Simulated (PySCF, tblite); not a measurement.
# C₅H₁₄BNS: geometry, infrared bands and NMR shifts

Aim: predict the infrared bands and NMR shifts of C₅H₁₄BNS (`CS[B@@H-]([NH3+])C1CCC1`).

Computed with tblite 0.8.0 and PySCF 2.14.0, with density-fitted response routines of our own, on a single molecule in the gas phase. Atoms count from 0, in the outputs and in this text.

**1. The starting structure**

22 atoms, charge 0, multiplicity 1; geometry from: force field or distance geometry start.

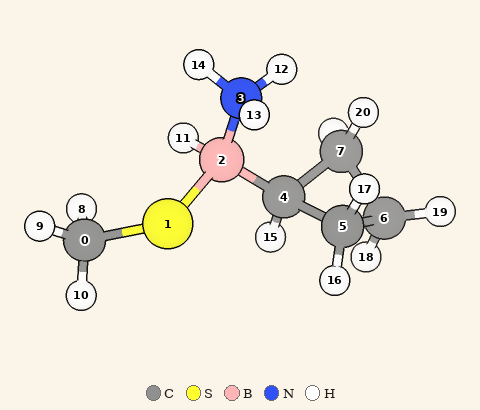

The starting geometry (carbon grey, sulfur yellow, boron pink, nitrogen blue, hydrogen white), atoms numbered; sticks join atoms by distance.

**2. Relaxing the molecule with GFN2-xTB**

What the job is given:

```
{"job": {"kind": "relax", "xc": "GFN2-xTB", "basis": "xTB"}, "charge": 0, "multiplicity": 1}
C      3.195400     1.250600     0.717200
S      1.777300     0.290300     1.354200
B      0.752100    -0.393700    -0.074600
N      0.628800    -1.883300     0.039100
C     -0.596400     0.382500    -0.226600
C     -1.644600     0.229300     0.863900
C     -2.597500     0.632200    -0.258300
C     -1.670400    -0.229000    -1.110100
H      3.184500     1.241800    -0.394500
H      4.158500     0.840000     1.051700
H      3.102700     2.304700     1.024400
H      1.400100    -0.180300    -1.057400
H     -0.135000    -2.258700    -0.563700
H      0.487400    -2.166600     1.050100
H      1.510000    -2.335800    -0.282000
H     -0.536500     1.464400    -0.471700
H     -1.559400     0.942500     1.698500
H     -1.876900    -0.830400     1.135100
H     -2.432300     1.691800    -0.494900
H     -3.619700     0.281300    -0.145300
H     -1.906300    -1.293300    -0.883500
H     -1.632300     0.039300    -2.174800
```

The run is started by

```sh
OMP_NUM_THREADS=1 python probes_run.py task.json out
```

The driver reads the jobs from task.json and runs them one after another.

**Question.** This job is followed by: GFN2-xTB harmonic vibrations, gas phase; GIAO PBE0/pcSseg-1 NMR shielding, non-relativistic, gas phase. What will the session give for the following? strongest single infrared mode (GFN2-xTB); zero-point energy (GFN2-xTB); 13C shifts against TMS (PBE0/pcSseg-1); 1H shifts against TMS (PBE0/pcSseg-1, means over atoms taken as alike); 33S shifts against CS2 (PBE0/pcSseg-1); 11B shifts against BF3·OEt2 (PBE0/pcSseg-1); 15N shifts against NH3 (PBE0/pcSseg-1).

The runs gave:

| quantity | value |
| --- | --- |
| strongest single infrared mode (GFN2-xTB) | 1247 cm⁻¹, 230 km/mol |
| zero-point energy (GFN2-xTB) | 119.1 kcal/mol |
| 13C shifts against TMS (PBE0/pcSseg-1) | 23.5, 22.5, 22.1, 20.8, 15.8 ppm |
| 1H shifts against TMS (PBE0/pcSseg-1, means over atoms taken as alike) | 3.42, 2.86, 2.55, 2.43, 2.18, 2.09, 1.93, 1.67, 1.21, 1.20 ppm |
| 33S shifts against CS2 (PBE0/pcSseg-1) | -184 ppm |
| 11B shifts against BF3·OEt2 (PBE0/pcSseg-1) | -9.9 ppm |
| 15N shifts against NH3 (PBE0/pcSseg-1) | 44.0 ppm |

In words: Over 121 steps the energy fell by 1.405 eV; of the close pairs, B2–N3 changed most, 1.499 to 1.622 Å. No mode is imaginary among the 60: a minimum at this level. Unscaled tight-binding wavenumbers are off by several per cent, some by more. Its intensities can rank the bands wrongly. At PBE0/pcSseg-1: The widest tensor belongs to S1: span 306 ppm, with a paramagnetic part of -372 ppm.
